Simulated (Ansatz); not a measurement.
# CH₃AlF₂Si: how energies converge with the basis set

Aim: see how fast density functionals converge with the basis set for CH₃AlF₂Si.

Program: Ansatz 0.2.0, Gaussian basis. Level of theory: one geometry, several basis sets. These are calculated values, not measurements.

Plan: PBE0-D4/def2-SVP; ωB97M-V/def2-SVP; PBE0-D4/def2-QZVPP; ωB97M-V/def2-QZVPP; the functionals' def2-TZVPP values are taken from earlier runs.

## (1) The relaxed structure

The geometry comes from an earlier relaxation with PBE0-D4 in a triple-zeta def2 set; it is a stationary point, not always the lowest conformer.

SMILES `F[CH]1[SiH2][Al]1[F]`, 8 atoms, charge 0, spin multiplicity 1.

Atoms are counted from 1 here; the program's logs count them from 0.

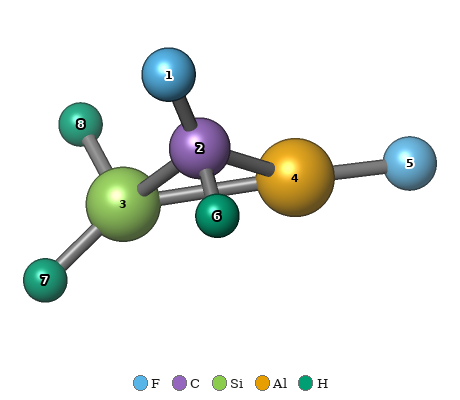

The geometry (fluorine blue, carbon purple, silicon green, aluminium amber, hydrogen teal); atoms are numbered from 1 in the order of the file.

## (2) PBE0-D4 in def2-SVP

Input file in.yaml:

```yaml
crystal:
  periodic: [false, false, false]
  atoms:
    - {symbol: F, position_ang: [-1.141997, 0.115081, 1.838682]}
    - {symbol: C, position_ang: [-0.361489, 0.376445, 0.746354]}
    - {symbol: Si, position_ang: [0.763152, -0.904929, -0.155840]}
    - {symbol: Al, position_ang: [-0.452878, 0.850462, -1.136166]}
    - {symbol: F, position_ang: [-1.202082, 1.762047, -2.278579]}
    - {symbol: H, position_ang: [0.375368, 1.174154, 1.006743]}
    - {symbol: H, position_ang: [2.106077, -1.275167, 0.374105]}
    - {symbol: H, position_ang: [0.006049, -2.155295, -0.451100]}
basis:
  gaussian: {orbitals: def2-SVP}
hamiltonian: {xc: pbe0, dispersion: d4}
output: {orbitals: {seedname: orbitals}}
```

Command:

```sh
$ ansatz run in.yaml --threads 2 --pin off --events-out ev --progress --plain --max-ram 4352MiB
```

After this run come: ωB97M-V in def2-SVP; PBE0-D4 in def2-QZVPP; ωB97M-V in def2-QZVPP.

Q: Predict the results of all the runs planned. Wanted: PBE0-D4: double and triple zeta above quadruple; ωB97M-V: double and triple zeta above quadruple.

The runs gave:

```
                                       quantity           value
PBE0-D4: double and triple zeta above quadruple  13.96, 0.82 eV
ωB97M-V: double and triple zeta above quadruple  14.08, 0.78 eV
```

**Reading.** PBE0-D4 gains 13.14 eV from double to triple zeta, then 0.82 eV more. These are total energies; as a rule much of such shifts cancels in differences, which this series doesn't test.
